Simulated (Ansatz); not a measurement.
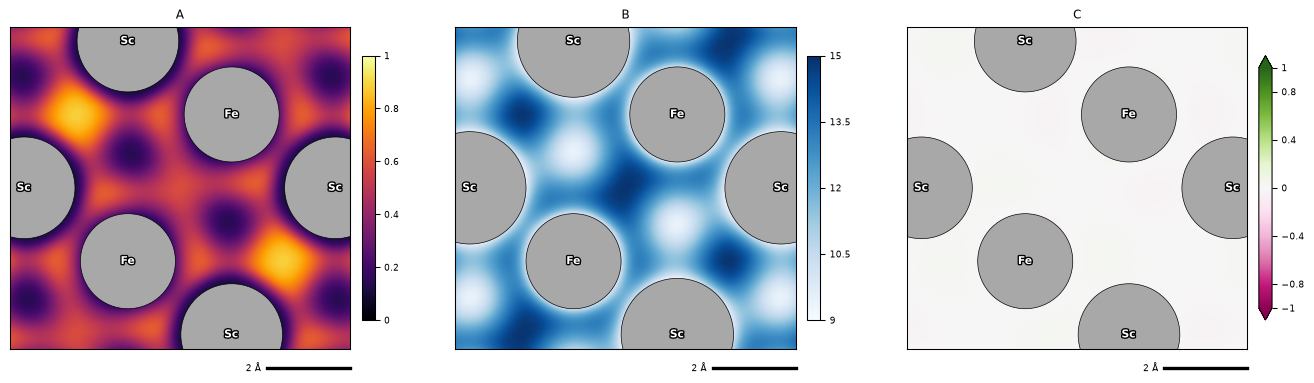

Sc3Fe: 3 fields on the (111) plane of the cell of the magnetic structure, with unlabelled colour scales. Grey discs cover the atomic cores.

Space group Pm-3m; started from the Cu3Au (L1_2) prototype, which need not be the ambient phase; spin-polarised.

These are results of DFT PBE, scalar-relativistic, plane waves, PAW in Ansatz 0.2.0, not measurements.

Which field does each panel show? The fields are: electron localisation function, electrostatic potential energy of an electron and spin density.

Panel A: electron localisation function. Panel B: electrostatic potential energy of an electron (low next to the atoms, rising into the space between them). Panel C: spin density (confined to the magnetic sites and close to zero elsewhere). From the grid: Sc–Fe (3.06 Å): the ELF is about 0.35 at the midpoint.
